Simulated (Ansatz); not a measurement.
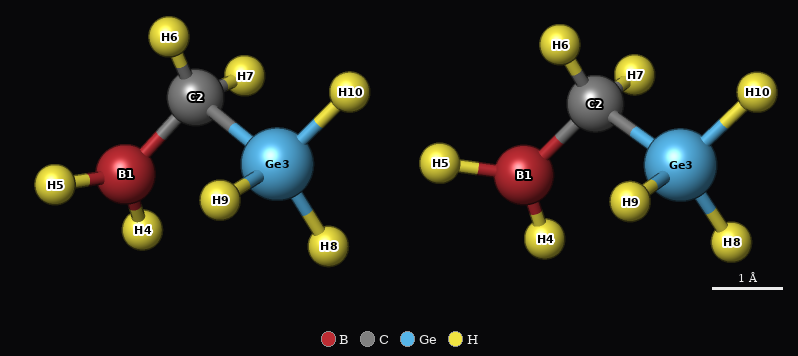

Two geometries of CH7BGe (coarse preliminary run), drawn at one scale. One is the start of a relaxation, the other its converged end. A ball-and-stick model, seen at a tilt.

Computed with Ansatz 0.2.0, RKS PBE-D4/def2-SVP. Settings: force threshold 0.03 eV/Å; at most 200 steps.

Question: Which geometry has the lower energy?

Answer: The left one is the relaxed one. The start comes from a force field. The atom that moves furthest after the best rigid fit is H5 (0.59 Å). By element the largest moves are H 0.59 Å, C 0.14 Å, Ge 0.06 Å, B 0.04 Å. Near-neighbour distances that change, for instance: B1–H4 1.120 → 1.220 Å, C2–Ge3 1.933 → 2.012 Å, Ge3–H10 1.596 → 1.551 Å, Ge3–H8 1.507 → 1.549 Å. Among the angles between lasting bonds that change: B1–C2–Ge3 108.8° → 101.1°, B1–C2–H7 109.5° → 117.1°, B1–C2–H6 110.8° → 117.2°. Groups turn about B1–C2 by about 30°. Over 6 geometry steps the energy falls by 0.325 eV. Largest force component: 2.6 eV/Å at the start, 0.011 eV/Å at the end. The run took 9.5 s on 2 threads of Arm Neoverse V2 (shared host).
